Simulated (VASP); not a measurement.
Band structure of AgIr$_{3}$ (ordered alloy cell). Method: PBEsol GGA, VASP's PBE PAW potentials (set 64) (plane waves; VASP 6.6.1).

Unless said otherwise, spin-orbit coupling is left out, though it shifts the bands of the heavy elements here.

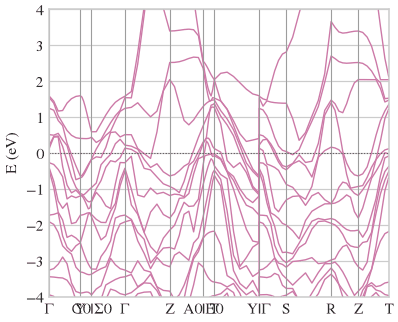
Figure: Bands along high-symmetry lines, zero at the valence-band maximum or, without a gap, the Fermi level

Problem. Read the plot: is there a gap, and where are the band edges?

Solution. It has no gap at this level: it comes out as a metal or semimetal. (Edges off the drawn lines would not show.)

The structure was generated: AgIr3 was put into an ordered model structure (Cmmm), which need not be its known phase. It was relaxed first.
